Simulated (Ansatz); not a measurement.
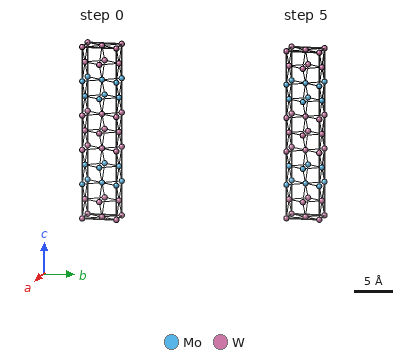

The structure of crystalline Mo₂W₃ (a generated structure, set up in Fmmm) (coarse preliminary run) before (left) and after (right) a relaxation, at one scale.

A ball-and-stick model of the conventional cell (4 times the calculation's cell), seen slightly off an axis. Lengths and directions refer to the drawn axes.

These are results of DFT PBE, scalar-relativistic, plane waves, PAW (Ansatz), not measurements. (plane-wave cutoff 420 eV; k-point mesh 6 × 6 × 6; occupations gaussian; smearing width 0.1 eV; no spin polarisation; cell and atoms relaxed; force threshold 0.04 eV/Å; at most 70 steps)

Describe what moved and what it gained.

Answer. The largest moves relative to the cell, 0.013 Å, are those of W atoms. By element the largest moves are W 0.013 Å, Mo 0.006 Å. The volume changes by −9.3 %, with a 3.277 → 3.166 Å (−3.4 %), b 4.634 → 4.465 Å (−3.7 %), c 23.171 → 22.578 Å (−2.6 %). Some distances before and after: W–W 3.277 → 3.166 Å, Mo–Mo 2.838 → 2.737 Å, W–W 2.838 → 2.737 Å, Mo–W 2.838 → 2.752 Å. The space group stays Fmmm (No. 69). The energy falls by 127 meV per atom in 4 accepted moves (5 points after the start). Largest force component: 0.063 eV/Å at the start, 0.033 eV/Å at the end. The pressure goes from −22.68 to 0.05 GPa. The SCF was repeated once at an unchanged geometry on a basis and grid sized afresh for the cell, which shifted the energy by 0.6 meV per atom at most.
